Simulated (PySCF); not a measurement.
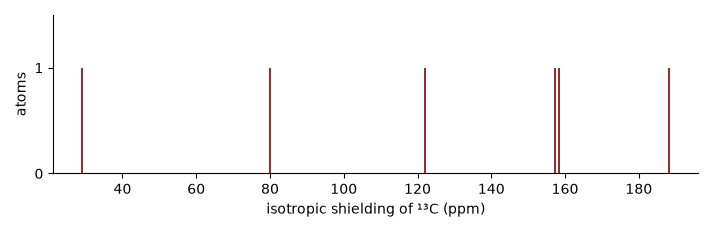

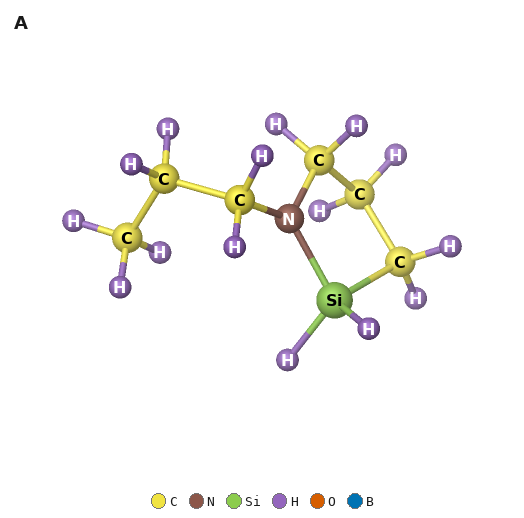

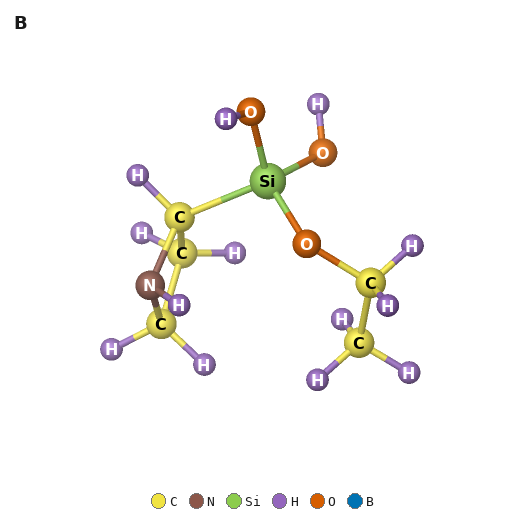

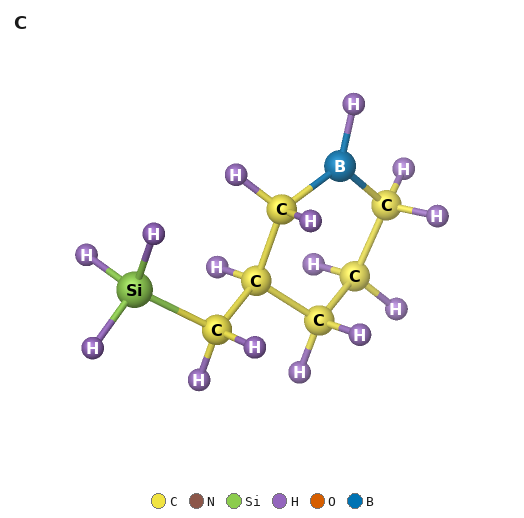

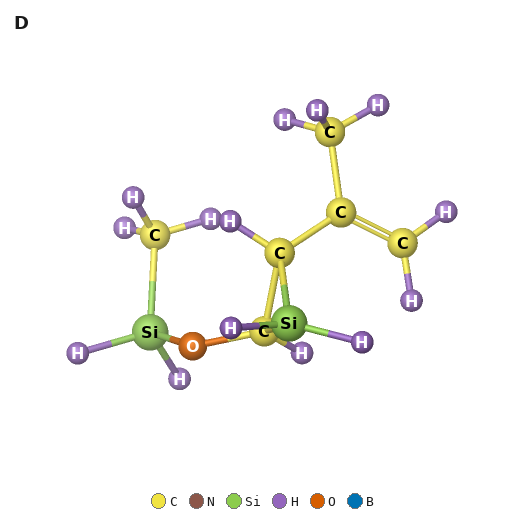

The sticks are computed shieldings of one of the molecules, for one fixed geometry (GFN2-xTB) without averaging over rotations. Low shielding means a high chemical shift. Method: GIAO PBE0/pcSseg-1 NMR shielding, non-relativistic, gas phase (PySCF 2.14.0).

**Which molecule gives this pattern?**

D, `C=C(C)[C@@H]1[SiH2][C@H]1O[SiH2]C`. Its 6 C atoms give lines at 29.2, 80.1, 122.1, 157.2, 158.4, 188.1 ppm.

The geometry is semi-empirical. Around Si such bond lengths and angles can be off by a tenth of an ångström or more and by several degrees, and values that hang on the shape move with them.
